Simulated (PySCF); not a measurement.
# M06-2X/def2-SVP run of Si2H5SF (SMILES F[SiH2]S[SiH3])

Aim: the vertical ionisation energy of Si2H5SF at M06-2X/def2-SVP, from 2 runs. The job is set up through a Python script.

The results are computed with PySCF 2.14.0.

### Step 1. The system as given

Si2H5SF: 9 atoms, total charge 0, spin state singlet. As SMILES, `F[SiH2]S[SiH3]`. Geometry: relaxed at PBE0-D4/def2-TZVP. This is one conformer, not always the lowest.

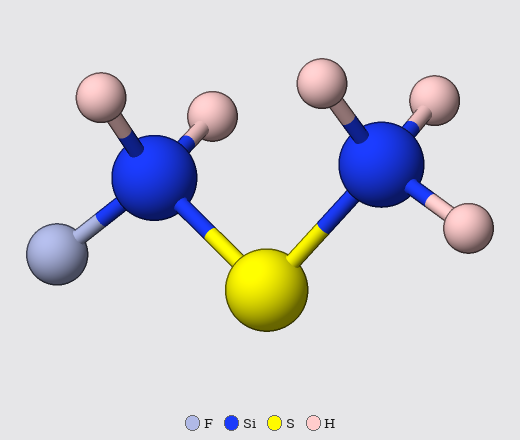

Viewed from a chosen angle; fluorine light blue, silicon blue, sulfur yellow, hydrogen pink.

### Step 2. The energy at M06-2X/def2-SVP

input.py

```python
from pyscf import gto, dft

molecule = gto.Mole()
molecule.atom = '''
F     -3.634321     4.503973     0.594508
Si    -1.207346     2.727064     0.429157
S     -2.543949    -0.963949    -0.396654
Si     1.050688    -2.821172    -0.433692
H      0.448243     3.689879    -1.611936
H      0.108470     2.800952     2.898462
H      2.328521    -2.577964     2.052621
H      2.715725    -1.742139    -2.417905
H      0.496431    -5.507985    -0.984547
'''
molecule.unit = 'bohr'
molecule.basis = 'def2-svp'
molecule.max_memory = 1860
molecule.verbose = 4
molecule.spin = 0
molecule.build()

myscf = dft.RKS(molecule, xc='m06-2x')
myscf.conv_tol = 1e-10
myscf.grids.level = 4
myscf.kernel()
if not myscf.converged:
    myscf = myscf.newton().run(myscf.mo_coeff, myscf.mo_occ)

e_final = myscf.e_tot
print(f'total energy: {e_final:.8f} hartree')
```

Started as:

```bash
$ OMP_NUM_THREADS=1 python input.py
```

The program printed:

```text
PySCF version 2.14.0

[INPUT] num. atoms = 9
[INPUT] num. electrons = 58
[INPUT] charge = 0
[INPUT] spin (= nelec alpha-beta = 2S) = 0
[INPUT] symmetry False subgroup None
[INPUT] Mole.unit = bohr
[INPUT] Symbol           X                Y                Z      unit          X                Y                Z       unit  Magmom
[INPUT]  1 F     -1.923199850368   2.383399870199   0.314600085310 AA   -3.634321000000   4.503973000000   0.594508000000 Bohr   0.0
[INPUT]  2 Si    -0.638899988895   1.443100121520   0.227100104307 AA   -1.207346000000   2.727064000000   0.429157000000 Bohr   0.0
[INPUT]  3 S     -1.346199836543  -0.510099843289  -0.209900257420 AA   -2.543949000000  -0.963949000000  -0.396654000000 Bohr   0.0
[INPUT]  4 Si     0.556000145387  -1.492899930486  -0.229499922958 AA    1.050688000000  -2.821172000000  -0.433692000000 Bohr   0.0
[INPUT]  5 H      0.237199980554   1.952599877852  -0.852999796662 AA    0.448243000000   3.689879000000  -1.611936000000 Bohr   0.0
[INPUT]  6 H      0.057399852068   1.482199967281   1.533800037118 AA    0.108470000000   2.800952000000   2.898462000000 Bohr   0.0
[INPUT]  7 H      1.232200248349  -1.364199799372   1.086200255856 AA    2.328521000000  -2.577964000000   2.052621000000 Bohr   0.0
[INPUT]  8 H      1.437099781126  -0.921900257055  -1.279500224170 AA    2.715725000000  -1.742139000000  -2.417905000000 Bohr   0.0
[INPUT]  9 H      0.262699971994  -2.914700140089  -0.520999835480 AA    0.496431000000  -5.507985000000  -0.984547000000 Bohr   0.0

nuclear repulsion = 282.775949828258
number of shells = 45
number of NR pGTOs = 167
number of NR cGTOs = 93
basis = def2-svp
ecp = {}

******** <class 'pyscf.dft.rks.RKS'> ********
method = RKS
initial guess = minao
damping factor = 0
level_shift factor = 0
DIIS = <class 'pyscf.scf.diis.CDIIS'>
diis_start_cycle = 1
diis_space = 8
diis_damp = 0
SCF conv_tol = 1e-10
SCF conv_tol_grad = None
SCF max_cycles = 50
direct_scf = True
direct_scf_tol = 1e-13
XC library pyscf.dft.libxc version 7.0.0
    S. Lehtola, C. Steigemann, M. J.T. Oliveira, and M. A.L. Marques.,  SoftwareX 7, 1–5 (2018)
XC functionals = m06-2x
    Y. Zhao and D. G. Truhlar.,  Theor. Chem. Acc. 120, 215 (2008)
    Y. Zhao and D. G. Truhlar.,  Theor. Chem. Acc. 120, 215 (2008)
radial grids:
    Treutler-Ahlrichs [JCP 102, 346 (1995); DOI:10.1063/1.469408] (M4) radial grids

becke partition: Becke, JCP 88, 2547 (1988); DOI:10.1063/1.454033
pruning grids: <function nwchem_prune>
grids dens level: 4
symmetrized grids: False
atomic radii adjust function: <function treutler_atomic_radii_adjust>
small_rho_cutoff = 0
Set gradient conv threshold to 1e-05
Initial guess from minao.
tot grids = 193904
init E= -1079.6923470684
  HOMO = -0.308039175881169  LUMO = -0.0220213776223339  gap/eV = 7.78294
cycle= 1 E= -1079.57888759784  delta_E= 0.113  |g|= 0.535  |ddm|= 2.75
  HOMO = -0.313075185383505  LUMO = -0.00749625960932576  gap/eV = 8.31523
cycle= 2 E= -1079.57622295285  delta_E= 0.00266  |g|=  0.6  |ddm|= 0.995
  HOMO = -0.324341283471663  LUMO = 0.0132960284138175  gap/eV = 9.18758
cycle= 3 E= -1079.64265902797  delta_E= -0.0664  |g|= 0.0402  |ddm|= 0.502
  HOMO = -0.325811697344741  LUMO = 0.0192156909662753  gap/eV = 9.38867
cycle= 4 E= -1079.64297699051  delta_E= -0.000318  |g|= 0.0172  |ddm|= 0.0615
  HOMO = -0.323598504361317  LUMO = 0.0184471375862181  gap/eV = 9.30754
cycle= 5 E= -1079.64306557547  delta_E= -8.86e-05  |g|= 0.00313  |ddm|= 0.026
  HOMO = -0.324420656256233  LUMO = 0.0182468540798189  gap/eV = 9.32446
cycle= 6 E= -1079.64306864938  delta_E= -3.07e-06  |g|= 0.0005  |ddm|= 0.00566
  HOMO = -0.32426645471683  LUMO = 0.0182856566484264  gap/eV = 9.32132
cycle= 7 E= -1079.64306874303  delta_E= -9.37e-08  |g|= 0.000153  |ddm|= 0.000976
  HOMO = -0.324297848659507  LUMO = 0.0182621781236034  gap/eV = 9.32153
cycle= 8 E= -1079.64306875225  delta_E= -9.22e-09  |g|= 2.47e-05  |ddm|= 0.00024
  HOMO = -0.32429756160107  LUMO = 0.0182640414759661  gap/eV = 9.32158
cycle= 9 E= -1079.64306875264  delta_E= -3.9e-10  |g|= 5.35e-06  |ddm|= 6.39e-05
  HOMO = -0.324297086854493  LUMO = 0.0182644320837619  gap/eV = 9.32157
cycle= 10 E= -1079.64306875266  delta_E= -1.68e-11  |g|= 2.5e-06  |ddm|= 1.38e-05
  HOMO = -0.324297103858414  LUMO = 0.0182642379978253  gap/eV = 9.32157
Extra cycle  E= -1079.64306875266  delta_E= -5.91e-12  |g|= 1.95e-06  |ddm|= 5.95e-06
converged SCF energy = -1079.64306875266
total energy: -1079.64306875 hartree
```

Run time: 28 s. Hardware: 1 thread of Arm Neoverse V2, shared host; peak memory 0.48 GiB.

### Step 3. The doublet cation at the same level

job.py

```python
from pyscf import gto, dft

mol = gto.Mole()
mol.atom = '''
F     -1.923200     2.383400     0.314600
Si    -0.638900     1.443100     0.227100
S     -1.346200    -0.510100    -0.209900
Si     0.556000    -1.492900    -0.229500
H      0.237200     1.952600    -0.853000
H      0.057400     1.482200     1.533800
H      1.232200    -1.364200     1.086200
H      1.437100    -0.921900    -1.279500
H      0.262700    -2.914700    -0.521000
'''
mol.verbose = 3
mol.basis = 'def2-svp'
mol.charge = 1
mol.max_memory = 1860
mol.spin = 1
mol.build()

mf = dft.UKS(mol)
mf.xc = 'm06-2x'
mf.conv_tol = 1e-10
mf.grids.level = 4
mf.kernel()
if not mf.converged:
    mf = mf.newton().run(mf.mo_coeff, mf.mo_occ)

energy = mf.e_tot
print('E(%s) = %.9f' % ('M06-2X', energy))
```

Started as:

```bash
$ OMP_NUM_THREADS=1 python job.py
```

The program printed:

```text
converged SCF energy = -1079.275631109  <S^2> = 0.75405486  2S+1 = 2.0040508
E(M06-2X) = -1079.275631109
```

It took 69 s on 1 thread of Arm Neoverse V2, shared host; peak memory 0.52 GiB.

### Step 4. What came out

At M06-2X/def2-SVP:

| quantity | value |
| --- | --- |
| singlet Si2H5SF: total energy | -1079.64307 Eh |
| singlet Si2H5SF: dipole moment | 2.27 D |
| singlet Si2H5SF: HOMO energy | -8.82 eV |
| singlet Si2H5SF: LUMO energy | 0.50 eV |
| singlet Si2H5SF: HOMO–LUMO gap | 9.32 eV |
| doublet cation: total energy | -1079.27563 Eh |
| doublet cation: HOMO energy (highest over α and β) | -16.17 eV |
| doublet cation: LUMO energy (lowest over α and β) | -11.03 eV |
| doublet cation: ⟨S²⟩ | 0.754 |
| vertical ionisation energy (to the doublet cation) | 9.998 eV |

Removing an electron at fixed nuclei costs 10.00 eV (231 kcal/mol). The negative HOMO energy of the first species, 8.82 eV, lies 1.17 eV below that difference.
